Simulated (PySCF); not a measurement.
## A study: O$_{4}$Ru, SMILES `O=[Ru](=O)(=O)=O`

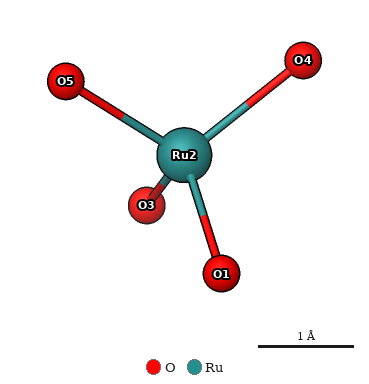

The molecule, with its atoms numbered as below. No frequency check shows the geometry to be a minimum.

Geometry (Å), atoms numbered from 1:

```
O1      -0.1661    0.9261    1.2988
Ru2      0.0000   -0.0001    0.0000
O3       0.1660    0.9262   -1.2988
O4      -1.2990   -0.9259   -0.1661
O5       1.2991   -0.9259    0.1660
```

## 1. Bonding charge

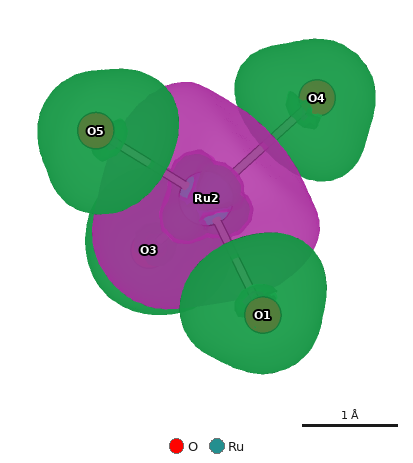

Deformation density (molecule less spherical, spin-averaged free atoms at the same positions), surfaces at ±0.07 e/Å³; green: gain, purple: loss.

Computed with PySCF, B3LYP/def2-TZVP, geometry: GFN2-xTB. Core potentials replace the inner electrons of Ru; spin–orbit coupling isn't included. This is a single-reference result, which may miss multireference character in this system.

Describe the bonding that the map shows.

Answer. O1–Ru2, Ru2–O5, Ru2–O4 and Ru2–O3: +0.13 e/Å³ at the bond critical point (bond length 1.60 Å, Mayer order 1.5). In all, 1.5 electrons gather in the regions of gain relative to the promolecule. A small or negative value marks a very polar bond, one between electron-rich atoms, whose free-atom densities already overlap strongly, a long bond to a heavier atom, or a closed-shell contact such as a hydrogen bond.

## 2. Bond critical points

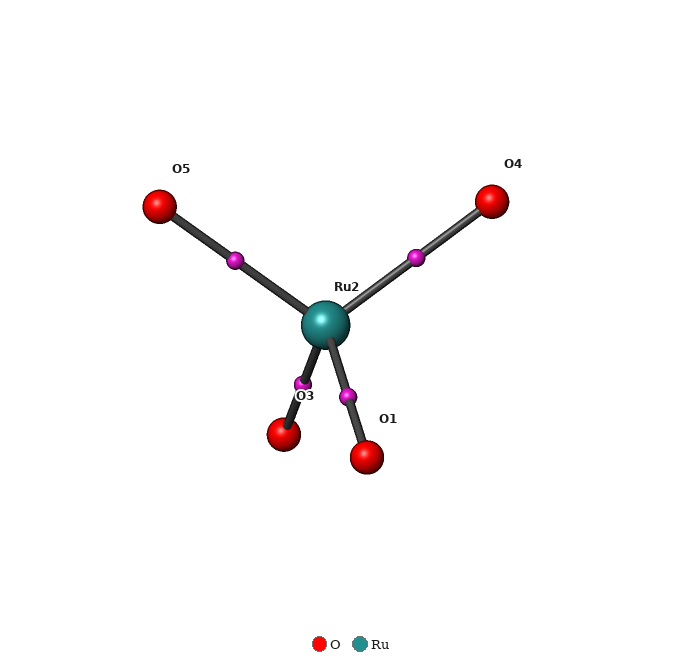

Molecular graph of the electron density (QTAIM): bond paths, bond critical points (magenta), ring points (cyan, if any); weak paths are dashed.

How many critical points of each kind are there, and does the count close?

Answer. 5 nuclei, 4 bond, 0 ring and 0 cage critical points: 5 − 4 + 0 − 0 = 1, as the Poincaré–Hopf relation requires.

What does the calculation give at each kind of bond critical point?

Answer.
```json
{"bond": "O1–Ru2 (4 alike)", "length (Å)": "1.604", "ρ (a.u.)": "0.333", "∇²ρ (a.u.)": "+1.02", "ε": "0.00", "H (a.u.)": "−0.281"}
```

What kind of interaction is O1–Ru2?

Answer. Polar or intermediate (positive Laplacian, negative energy density H): ρ = 0.333, ∇²ρ = +1.02, H = −0.281 a.u.

## 3. Local ionisation energy

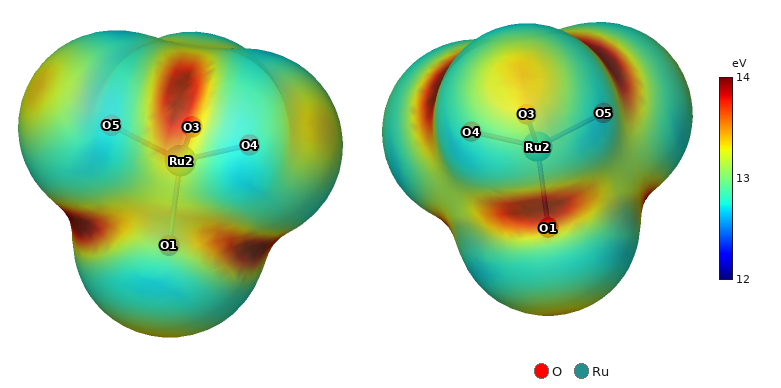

Average local ionisation energy on the surface of electron density 0.001 a.u. (back view left, front view right).

Where are the most loosely bound electrons on this surface?

Answer. The lowest value is 12.7 eV, 1.8 Å from O3, and at like points elsewhere. For comparison, the highest occupied orbital lies at −10.3 eV.

## 4. In an electric field

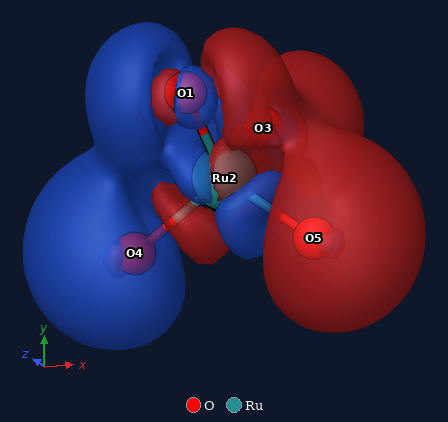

Change of the electron density in a uniform field of 0.10 V/Å, surfaces at ±0.0004 e/Å³ (blue: gain, red: loss).

Computed with PySCF, BP86/def2-SVPD, geometry: GFN2-xTB. Core potentials replace the inner electrons of Ru; spin–orbit coupling isn't included. This is a single-reference result, which may miss multireference character in this system.

The field was applied in both directions; the picture shows the one opposite to the script's first.

Along which Cartesian direction does the field point?

Answer. Along +x: electrons gather on the −x side, against the field.

How large is the response?

Answer. The induced dipole is 0.23 D (along the field); α along this axis, from the fields in both directions, is 46 bohr³ (6.8 Å³).

## 5. Localised orbitals

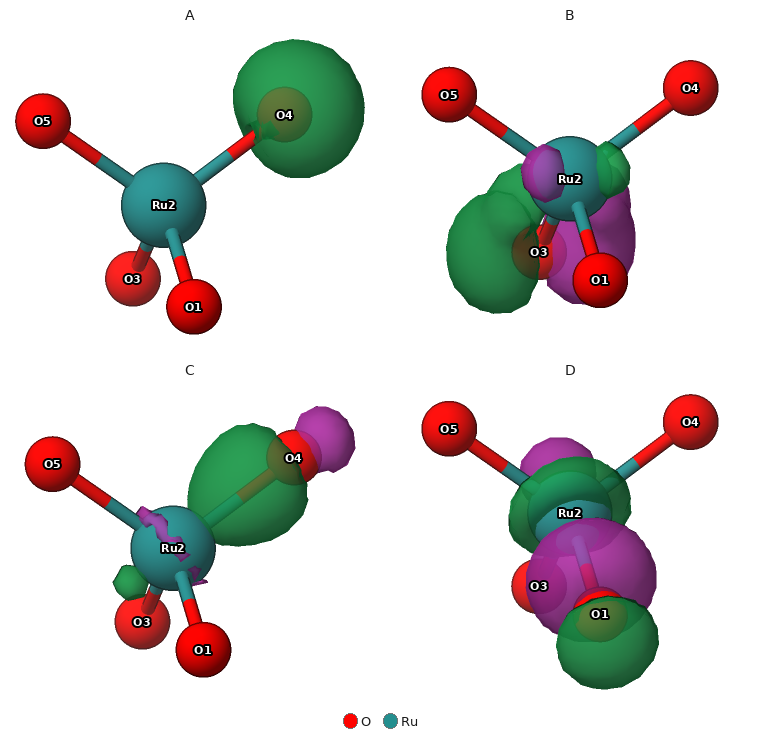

Pipek–Mezey orbitals, occupied; each surface holds about 70 % of the orbital's density. Energies are diagonal elements of the Fock matrix.

Level of theory: BP86/def2-SVP (PySCF), at a geometry from GFN2-xTB. Core potentials replace the inner electrons of Ru; spin–orbit coupling isn't included. This is a single-reference result, which may miss multireference character in this system.

What does each orbital represent in a Lewis picture?

Answer. By panel:
- A: lone pair on O4 (s-type) (O4 97 %; −21.7 eV)
- B: lone pair on O3, partly donated to Ru2 (O3 81 %, Ru2 16 %; −11.2 eV)
- C: σ bond O4–Ru2 (O4 64 %, Ru2 34 %; −17.8 eV)
- D: σ bond O1–Ru2 (O1 66 %, Ru2 33 %; −15.0 eV)

Which has the smallest and which the largest spatial spread?

Answer. Smallest: A (0.72 Å); largest: B (1.02 Å).

The PySCF runs shown took 8.3 s, 23 s and 6.2 s on 1 thread of Intel(R) Xeon(R) 6975P-C (Granite Rapids), with other jobs on the host.
